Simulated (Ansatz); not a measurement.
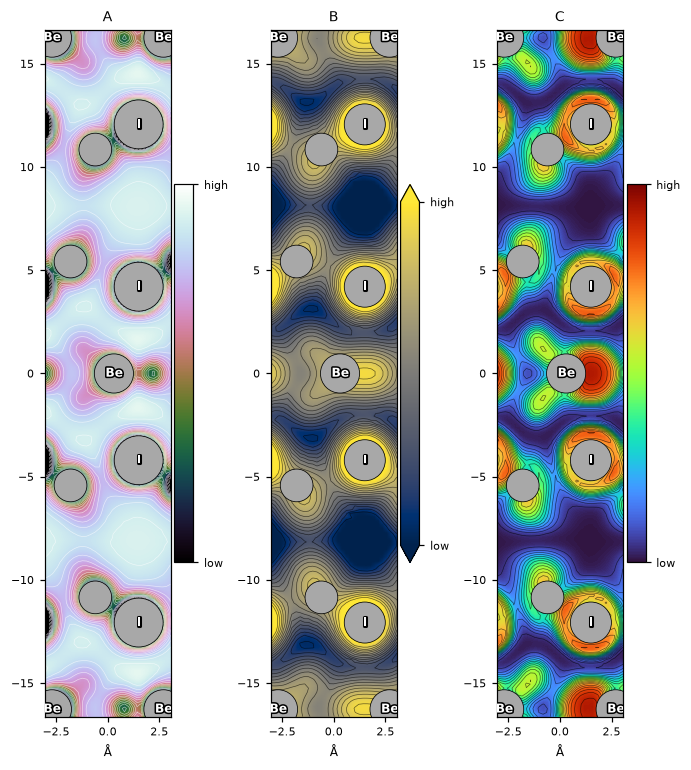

Be3I2: 3 fields on the (100) plane of the conventional cell, with unlabelled colour scales. Grey discs cover the atomic cores.

Space group R-3c; started from the corundum_167 prototype, which need not be the ambient phase.

These are results of DFT PBE, scalar-relativistic, plane waves, PAW in Ansatz 0.2.0, not measurements.

### Which field does each panel show? The fields are: electron localisation function, electrostatic potential energy of an electron and valence pseudo-density.

Panel A: electrostatic potential energy of an electron (low next to the atoms, rising into the space between them). Panel B: valence pseudo-density. Panel C: electron localisation function.
